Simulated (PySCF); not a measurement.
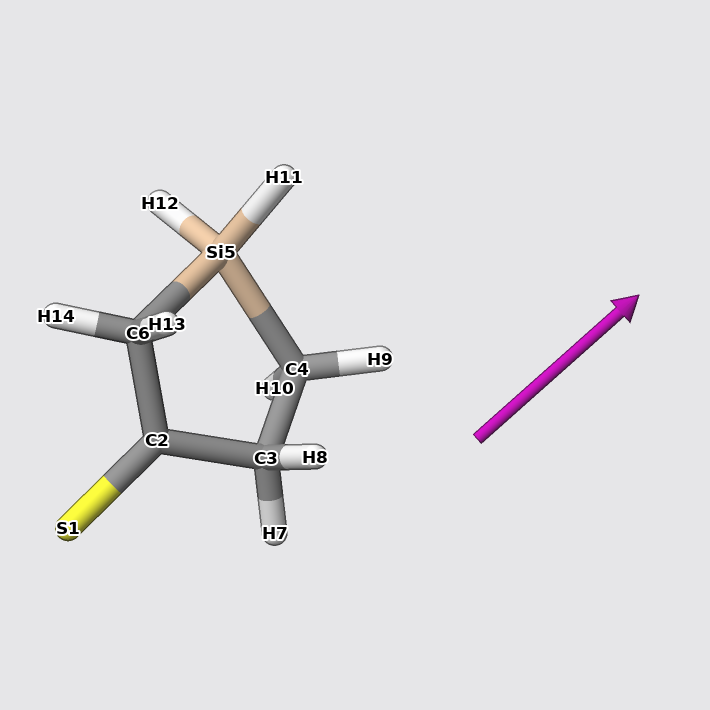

The arrow beside the molecule shows the direction of the dipole moment, from the negative to the positive end (its length means nothing). The computed structure is the end point of a GFN2-xTB optimisation. No frequency run is at hand to confirm it as a minimum. Level of theory: PBE0/def2-SVPD, gas phase (PySCF 2.14.0).

Estimate the dipole moment.

Answer. 3.13 D; it points from the side of S1 to the side of H11 (the outermost atoms at the two ends).

The geometry is semi-empirical. Around Si such bond lengths and angles can be off by a tenth of an ångström or more and by several degrees, and values that hang on the shape move with them.
